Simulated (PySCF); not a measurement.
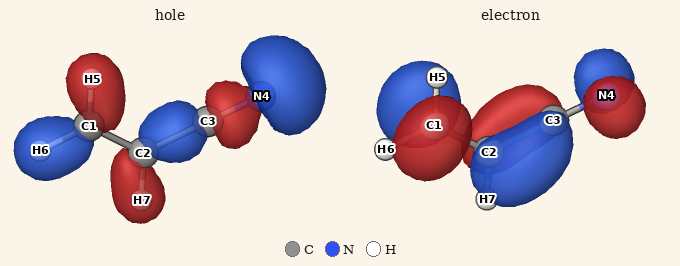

C₃H₃N, SMILES `C=CC#N`. Leading natural transition orbital pair of S₄ (full linear response singlet states); the surfaces enclose about 78 % of each orbital's density.

Computed with PySCF, CAM-B3LYP/cc-pVTZ, geometry: GFN2-xTB. No frequency check shows the geometry to be a minimum. Without diffuse functions Rydberg states are missing, so the states' numbers hold for this basis only.

Geometry (Å), atoms numbered from 1:

```
C1       1.5865   -0.3562    0.0000
C2       0.5770    0.5065    0.0000
C3      -0.7727    0.0948    0.0000
N4      -1.8723   -0.2291    0.0000
H5       1.4194   -1.4209    0.0000
H6       2.6108   -0.0240    0.0000
H7       0.7306    1.5782    0.0000
```

Question: Give its energy and the atoms that hole and electron lie on.

Answer: 7.78 eV (159 nm), f = 0.010; the leading pair carries 98 %; hole on N4 (52 %), C3 (13 %) and C1 (11 %), electron on C1 (32 %), C2 (22 %) and N4 (19 %); their centroids lie 1.2 Å apart. In canonical orbitals it is mainly HOMO−2 → LUMO (83 %). The HOMO–LUMO gap is 9.24 eV.
